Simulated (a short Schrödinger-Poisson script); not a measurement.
System: symmetric double-gate stack, Al2O3 on p-type Si(100), at 300 K.

| layer | material | thickness (nm) | Na (cm⁻³) |
|---|---|---|---|
| 1 | Al2O3 | 5.3 | - |
| 2 | Si | 8 | 1e18 |
| 3 | Al2O3 | 5.3 | - |

The device is made up for the run: typed textbook-type constants, with dimensions and the other settings drawn at random. Al2O3: permittivity 9, conduction-band edge (eV) 2.7, gap (eV) 6.8, electron mass (mₑ) 0.3. Si: permittivity 11.7, conduction-band edge (eV) 0, gap (eV) 1.124, Nv at 300 K (cm⁻³) 3.1e19.

Channel valleys (confinement mass, in-plane density-of-states mass, number): Δ2 0.916, 0.19, 2; Δ4 0.19, 0.417, 4. At the gates, both at one voltage, the conduction-band edge of layer 1 lies 3.1 eV − eVg above the Fermi level of the channel. Gaps are held at their typed values at every temperature. Mesh 0.03 nm at interfaces.

From a short Schrödinger-Poisson script (our own, NumPy): 1D Poisson equation in equilibrium, electrons quantum, Hartree (BenDaniel-Duke, 12 states a valley, the channel's in-plane mass for all, wave functions free to enter the dielectric), parabolic valleys, classical holes, full ionisation, no traps, pinning or gate leakage.

Only gate voltages with over 1e8 electrons/cm² are shown.

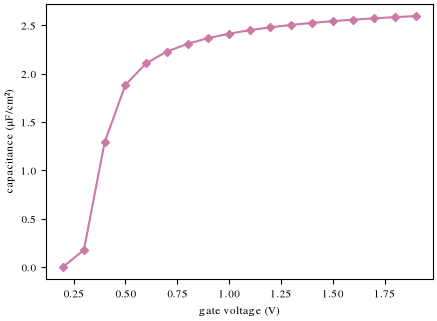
Figure: Quasi-static capacitance against gate voltage

| Vg (V) | electrons (cm⁻²) | C (μF/cm²) | Δ2 E0 (meV) | Δ2 E1 (meV) | Δ4 E0 (meV) | Δ4 E1 (meV) |
|---|---|---|---|---|---|---|
| 0.2 | 6.93e8 | 0.00437 | 259.5 | 276.1 | 279.4 | 355.9 |
| 0.4 | 4.63e11 | 1.29 | 91.5 | 106.6 | 111.3 | 186.1 |
| 0.6 | 2.74e12 | 2.11 | 45.3 | 54.5 | 66.2 | 133.7 |
| 0.8 | 5.51e12 | 2.31 | 25.2 | 30.2 | 49.6 | 110.2 |
| 1 | 8.47e12 | 2.41 | 10.7 | 13.4 | 40.2 | 95.1 |
| 1.2 | 1.15e13 | 2.48 | -1.4 | 0.2 | 33.7 | 84.0 |
| 1.4 | 1.47e13 | 2.53 | -11.9 | -11.0 | 28.7 | 75.2 |
| 1.6 | 1.78e13 | 2.56 | -21.5 | -20.9 | 24.7 | 67.8 |
| 1.8 | 2.10e13 | 2.59 | -30.3 | -29.9 | 21.2 | 61.4 |

Subbands count from the Fermi level. The capacitance is that of both gates.
